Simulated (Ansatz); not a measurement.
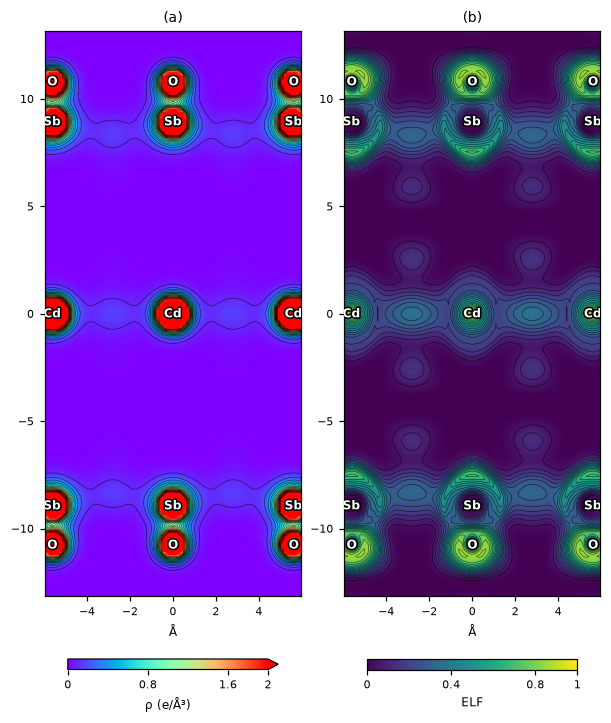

The picture shows: CdSb2O2. (a) valence charge density (pseudo); (b) electron localisation function on the (010) plane of the conventional cell.

Space group R-3m; a structure generated by program, which may or may not match a known phase.

Method: DFT PBE, scalar-relativistic, plane waves, PAW in Ansatz.

In a PAW calculation such maps are meaningful between the atoms, not at the nuclei.

### Interpret the plot.

- The plane passes through Cd, Sb and O nuclei.
- Sb–O (1.84 Å): ρ is about 1.1 e/Å³ halfway; the ELF peaks at about 0.75 in the valence shell of O, 0.6 Å from its nucleus, and is about 0.35 at the midpoint.
- The density dies away to nearly zero in the voids.
- The ELF also peaks beside O, away from the bonds: lone-pair regions.
- The features right at Cd lie inside the PAW spheres, where the map follows smoothed inner orbitals and isn't to be read closely.
